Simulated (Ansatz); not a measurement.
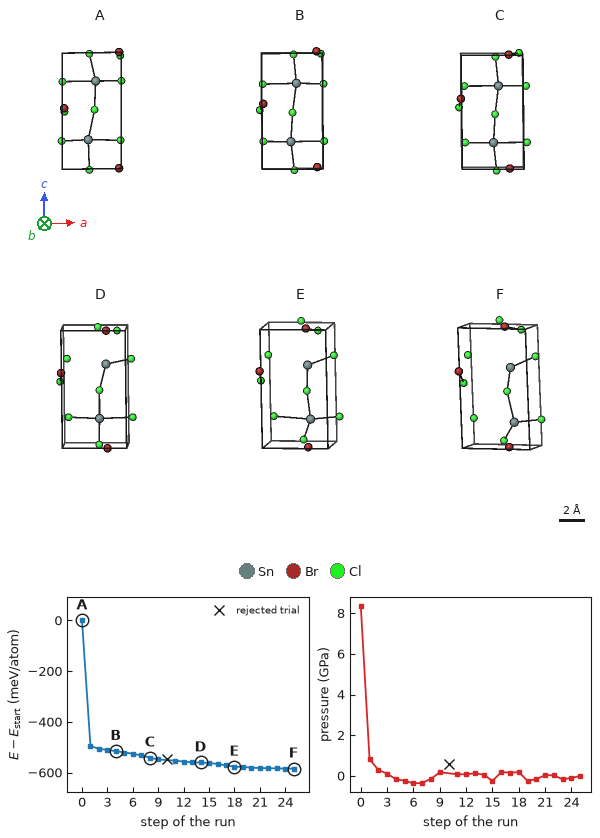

Frames of a relaxation of crystalline SnBrCl3 (a generated structure, set up in P1) (coarse preliminary run), marked on the history of the run. A ball-and-stick model of the cell of the calculation, seen along the b axis.

Computed with Ansatz, DFT PBE, scalar-relativistic, plane waves, PAW. (plane-wave cutoff 420 eV; k-point mesh 4 × 2 × 2; occupations gaussian; smearing width 0.1 eV; no spin polarisation; cell and atoms relaxed; force threshold 0.025 eV/Å; at most 60 steps)

### Describe the path.

The run was cut off at its time limit before the relaxation converged, so the last structure is only a point on the way. A Br atom moves most relative to the cell: 1.60 Å along −a. By element the largest moves are Br 1.60 Å, Sn 1.48 Å, Cl 1.04 Å. Cell: a 4.895 → 5.628 Å (+15.0 %), b 8.061 → 7.353 Å (−8.8 %), c 9.642 → 10.006 Å (+3.8 %), α 91.0° → 85.9°, β 89.2° → 93.2°, γ 91.2° → 77.0°. Volume +5.5 %. Some distances before and after: Cl–Sn 2.538 → 4.559 Å, Br–Cl 3.975 → 2.411 Å, Br–Cl 3.857 → 2.424 Å, Cl–Sn 4.055 → 2.678 Å. New bonds form: Br–Cl (3.86 → 2.42 Å), Br–Cl (3.98 → 2.41 Å), Cl–Sn (4.05 → 2.68 Å), Cl–Sn (4.12 → 2.84 Å). Bonds break: Cl–Sn (2.54 → 4.56 Å), Cl–Sn (2.56 → 3.39 Å). Among the angles between lasting bonds that change: Cl–Sn–Cl 76.4° → 93.9°, Cl–Sn–Cl 85.0° → 92.9°. The space group stays P1 (No. 1). The energy falls by 584 meV per atom in 24 accepted moves (25 points after the start). The largest force component goes from 26 to 0.05 eV/Å. The pressure goes from 8.37 to −0.01 GPa. The line search rejected the trial step at point 10 of the run. Cost: 6.4 min on 1 thread of Intel(R) Xeon(R) Platinum 8488C (Sapphire Rapids), on a shared host, peak memory 0.63 GiB. From step 0 to 4: a Br atom moves most (0.51 Å), volume +4.8 %, energy −515 meV per atom. From step 4 to 8: a Br atom moves most (0.69 Å), volume −1.9 %, energy −25.9 meV per atom. From step 8 to 14: a Sn atom moves most (0.53 Å), volume +2.2 %, energy −19.1 meV per atom. From step 14 to 18: Sn and Cl atoms move most (0.59 Å), volume +2.2 %, energy −16.7 meV per atom. From step 18 to 25: Cl atoms move most (0.33 Å), volume −1.8 %, energy −7.5 meV per atom.
